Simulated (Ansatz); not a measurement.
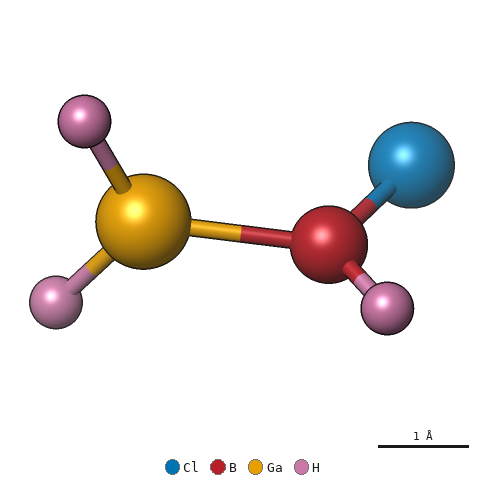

Ball-and-stick drawing of a structure. Every bond is drawn as one stick, whatever its order.

The geometry was computed by an optimisation with PBE0-D4/def2-TZVP.

Describe the molecule.

Formula BClGaH3. SMILES: `Cl[BH][GaH2]`. Among its groups: B–H bond. The point group is Cs. Coordination: 1 B trigonal planar; 1 Ga trigonal planar.

The parts below concern this one geometry. Atoms keep their numbers from picture to picture.

**Vibrations**

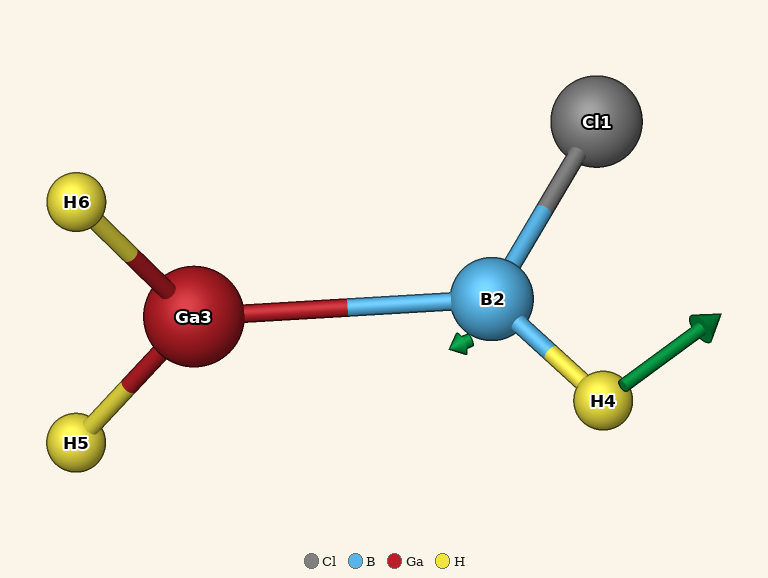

The arrows show one normal mode. Harmonic vibrations computed with RKS PBE0-D4/def2-TZVP (Ansatz 0.2.0) at a stationary point of the same level.

At what wavenumber does it lie?

Answer. 1038 cm⁻¹; it is mode 9 of 12 counted from the lowest.

**Charges**

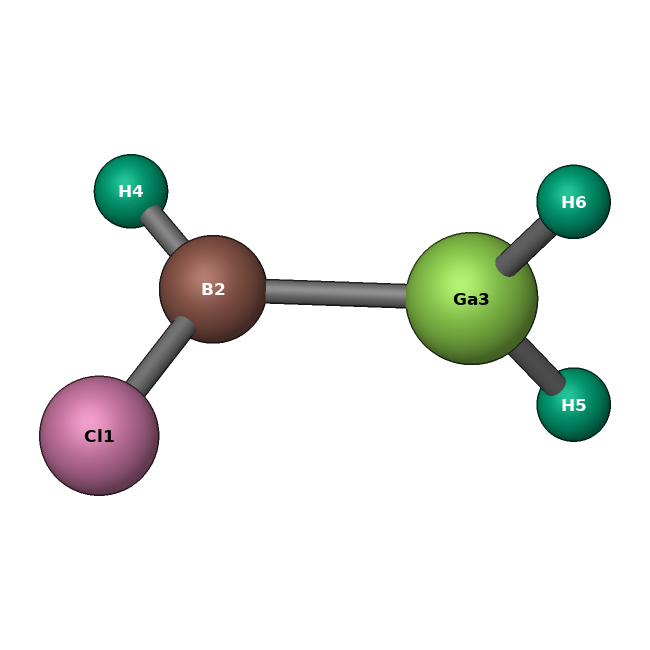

The questions are on Mulliken charges. Level of theory: RKS PBE0-D4/def2-TZVP (Ansatz 0.2.0).

Give the Mulliken charges atom by atom.

```json
{"atom": "Cl1", "value (e)": "−0.10"}
{"atom": "B2", "value (e)": "0.10"}
{"atom": "Ga3", "value (e)": "0.12"}
{"atom": "H4", "value (e)": "0.04"}
{"atom": "H5", "value (e)": "−0.08"}
{"atom": "H6", "value (e)": "−0.08"}
```

**Electronic properties**

Level of theory: RKS B3LYP-D4/def2-TZVPP (Ansatz 0.2.0).

Predict the main results.

- dipole moment: 0.55 D
- HOMO energy (Kohn–Sham orbital): −7.19 eV
- LUMO energy (Kohn–Sham orbital): −2.22 eV
- HOMO–LUMO gap: 4.97 eV
- vertical ionisation energy: 9.52 eV

Mulliken values depend strongly on the basis set and can even reverse the polarity of a bond.
